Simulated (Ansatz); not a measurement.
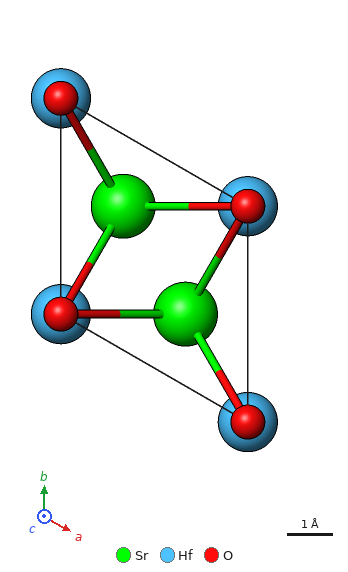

This is the input geometry for a relaxation of crystalline Sr$_{4}$HfO (a generated structure, set up in P6/mmm) (coarse preliminary run). A ball-and-stick model of the cell of the calculation, seen along the c axis.

Method: Ansatz 0.2.0, DFT PBE, scalar-relativistic, plane waves, PAW.

The input:
```yaml
crystal:
  lattice:
    - [4.83783535, 0.0, 0.0]
    - [-2.41891767, 4.18968831, 0.0]
    - [0.0, 0.0, 7.87649239]
  atoms:
    - { symbol: Sr, position: [0.33333333, 0.66666667, 0.29717092] }
    - { symbol: Sr, position: [0.66666667, 0.33333333, 0.29717092] }
    - { symbol: Sr, position: [0.66666667, 0.33333333, 0.70282908] }
    - { symbol: Sr, position: [0.33333333, 0.66666667, 0.70282908] }
    - { symbol: Hf, position: [0.0, 0.0, 0.5] }
    - { symbol: O, position: [0.0, 0.0, 0.0] }
basis:
  ecutwfc: 420
kpoints:
  mp_grid: { grid: [6, 6, 2] }
hamiltonian:
  xc: pbe
scf:
  occupations: { method: gaussian, width: 0.1 }
  lower_state_search: "off"
output:
  forces: true
  stress: true
  eigenvalues: true
relax:
  adjacent_minimum: "off"
  f_tol: 0.04
  max_steps: 70
  cell: { stress_tol: 0.4 }
```

Run as
```bash
ansatz run input.yaml --threads 1 --pin off --max-ram 2560MiB --backend cpu --events-out ev --progress --plain --runs-dir out
```

What does the optimiser find from here?

The largest moves relative to the cell, 0.29 Å, are those of Sr1, Sr2, Sr3 and Sr4. Sr4 goes along +c. Hf and O stay in place. The volume changes by +27.3 %, with a = b 4.838 → 5.853 Å (+21.0 %), c 7.876 → 6.847 Å (−13.1 %). Some distances before and after: Sr1–Sr4 4.681 → 3.499 Å, Sr1–Sr2 2.793 → 3.379 Å, Sr1–Hf5 3.218 → 3.771 Å, Hf5–O6 3.938 → 3.423 Å. The space group stays P6/mmm (No. 191). After 7 accepted moves (9 points after the start) the energy has fallen by 4.522 eV per cell of the calculation. Largest force component: 2.5 eV/Å at the start, 0.015 eV/Å at the end. Pressure: 13.76 GPa at the start and −0.01 GPa at the end. The SCF was repeated twice at an unchanged geometry on a basis and grid sized afresh for the cell, which shifted the energy by 0.187 eV per cell of the calculation at most. Cost: 97 s on 1 thread of Intel(R) Xeon(R) Processor @ 2.70GHz, on a shared host, peak memory 0.51 GiB.

Step by step:

| step | E − E(0), meV/atom | largest force component, eV/Å | pressure, GPa | volume, Å³/atom | note |
| --- | --- | --- | --- | --- | --- |
| 0 | 0.00 | 2.5047 | 13.76 | 26.608 |  |
| 1 | -422.79 | 0.8873 | 5.98 | 29.158 |  |
| 2 | -597.87 | 0.4053 | 2.80 | 30.982 |  |
| 3 | -690.39 | 0.0304 | 0.95 | 31.963 |  |
| 4 | -716.00 | 0.1005 | -0.11 | 32.520 |  |
| 5 | -716.69 | 0.0019 | -0.15 | 32.578 |  |
| 6 | -747.81 | 0.0055 | 0.88 | 32.578 | same geometry, new basis |
| 7 | -752.29 | 0.0256 | 0.48 | 33.060 |  |
| 8 | -753.00 | 0.0155 | -0.02 | 33.859 |  |
| 9 | -753.73 | 0.0153 | -0.01 | 33.859 | same geometry, new basis |

Final geometry:

```
CELL_PARAMETERS angstrom
5.85343 0.00000 0.00000
-2.92672 5.06922 0.00000
0.00000 0.00000 6.84655
ATOMIC_POSITIONS crystal
Sr 0.33333 0.66667 0.25553
Sr 0.66667 0.33333 0.25553
Sr 0.66667 0.33333 0.74447
Sr 0.33333 0.66667 0.74447
Hf 0.00000 0.00000 0.50000
O 0.00000 0.00000 0.00000
```

After the run, drawn alike:

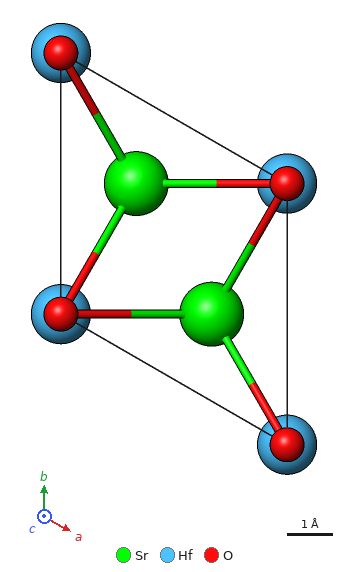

Limits of the set-up: the k-point mesh is coarse for a cell with partly filled bands.
